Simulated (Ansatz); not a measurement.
System Be2S (space group P6/mmm, No. 191); source of the atomic positions: coordinates from a relaxation with DFT PBE, scalar-relativistic, plane waves, PAW in Ansatz; the starting structure was generated, so it need not be a known form of this composition.

```yaml
crystal:
  lattice:
    - [3.55577, 0.00000, 0.00000]
    - [-1.77788, 3.07939, 0.00000]
    - [0.00000, 0.00000, 3.21768]
  atoms:
    - { symbol: Be, position: [0.33333, 0.66667, 0.50000] }
    - { symbol: Be, position: [0.66667, 0.33333, 0.50000] }
    - { symbol: S, position: [0.00000, 0.00000, 0.00000] }
```

Describe the stacking along c, with columns A (0, 0), B (1/3, 2/3), C (2/3, 1/3) of the hexagonal mesh.

S(A) – Be(B)+Be(C) (two layers in 3.22 Å).

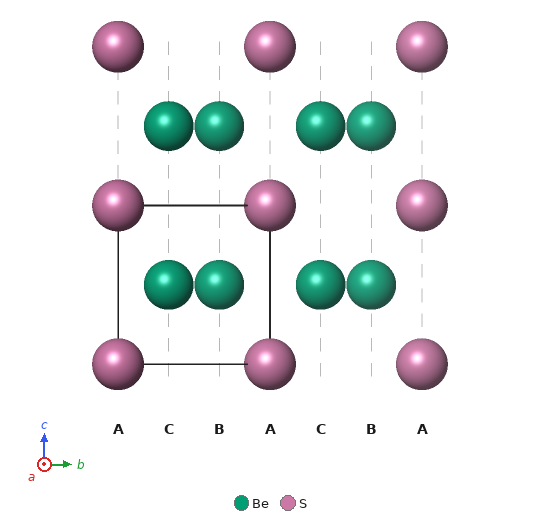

The picture looks along a close-packed row of the hexagonal mesh; c points upwards. The dashed lines mark the three columns A (0, 0), B (1/3, 2/3) and C (2/3, 1/3). The sequence starts with the first layer at or above the cell's origin.
